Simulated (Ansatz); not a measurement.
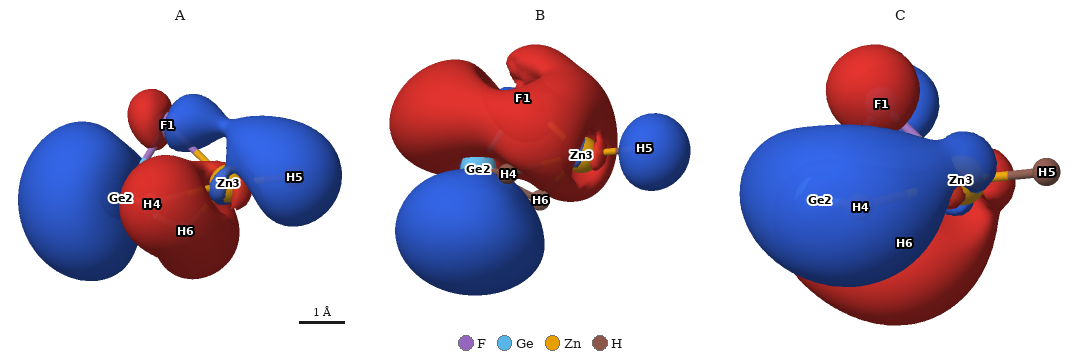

*FGeH₃Zn. Three frontier orbitals at ±0.06 Å⁻³ᐟ² (blue and red are the two phases), in no order.*

Geometry: PBE0-D3(BJ)/pcseg-1.

Theory: isolated molecule in a Gaussian basis; Kohn-Sham density functional theory, functional PBE0 in Ansatz 0.2.0.

```xyz
6

F     1.5292   -0.7857    0.5891
Ge    0.4279   -1.6760   -0.7493
Zn    0.0927    0.6776    0.1926
H     0.4529   -0.1675   -1.5086
H    -0.1516    2.1005    0.7287
H    -0.8531   -1.0072    0.1250
```

**Order the three orbitals by energy and name them.**

C is the HOMO−1 (−9.02 eV). By Hirshfeld shares it lies mainly on Ge2 (about 30 %), H4 (about 25 %), H6 (about 25 %), F1 (about 15 %) and Zn3 (about 10 %). A is the HOMO (−7.69 eV). It lies mainly on Ge2 (about 60 %), Zn3 (about 10 %), H5 (about 10 %), H4 (about 5 %) and H6 (about 5 %). B is the LUMO (−1.59 eV). It lies mainly on Ge2 (about 65 %), Zn3 (about 15 %) and F1 (about 10 %).

**What is the HOMO–LUMO gap?**

6.10 eV between the orbital energies.
